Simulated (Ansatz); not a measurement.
System: CH2BrSi (charge −1).

Input

```
crystal:
  periodic: [false, false, false]
  atoms:
    - {symbol: C, position_ang: [-1.218842, -0.666522, -0.193589]}
    - {symbol: Si, position_ang: [0.246930, 0.153809, 0.031856]}
    - {symbol: Br, position_ang: [1.976991, -0.923974, 1.106605]}
    - {symbol: H, position_ang: [-1.950962, -0.030189, -0.719600]}
    - {symbol: H, position_ang: [0.945893, 1.466875, -0.225272]}
basis:
  gaussian: {orbitals: "def2-TZVPPD.json"}
total_charge: -1
hamiltonian: {xc: pbe0, dispersion: d4}
output: {orbitals: {seedname: orbitals}}
```

Command:

```sh
ansatz run in.yaml --threads 2 --pin off --events-out ev --progress --plain --max-ram 4352MiB
```

Geometry: PBE0-D4/def2-TZVPD.

Computed with RKS PBE0-D4/def2-TZVPPD in Ansatz 0.2.0.

Q: What can the converged electron density and electron localisation function tell about the bonding?

A: C–Si (1.69 Å): ρ at the midpoint is about 1.1 e/Å³; the ELF peaks at about 0.85 between the atoms (localised, covalent bonding).
Si–Br (2.30 Å): ρ at the midpoint is about 0.66 e/Å³, with its minimum of 0.5 e/Å³ about 0.8 Å from Si; the ELF peaks at about 0.85 between the atoms; a shared but strongly polarised pair.
C–H (1.10 Å): ρ at the midpoint is about 1.8 e/Å³; the ELF climbs to about 1 towards the hydrogen, as it does in any bond to H: an ordinary covalent bond to hydrogen.
Si–H (1.51 Å): ρ is about 0.75 e/Å³ halfway; the ELF climbs to about 1 towards the hydrogen.

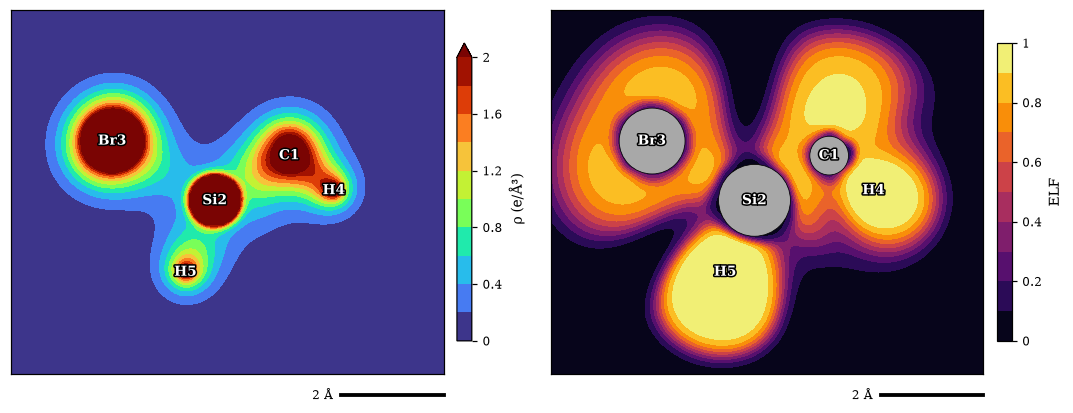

Computed electron density and electron localisation function on the molecular plane, in this order. Grey discs cover the atomic cores in the ELF map. 
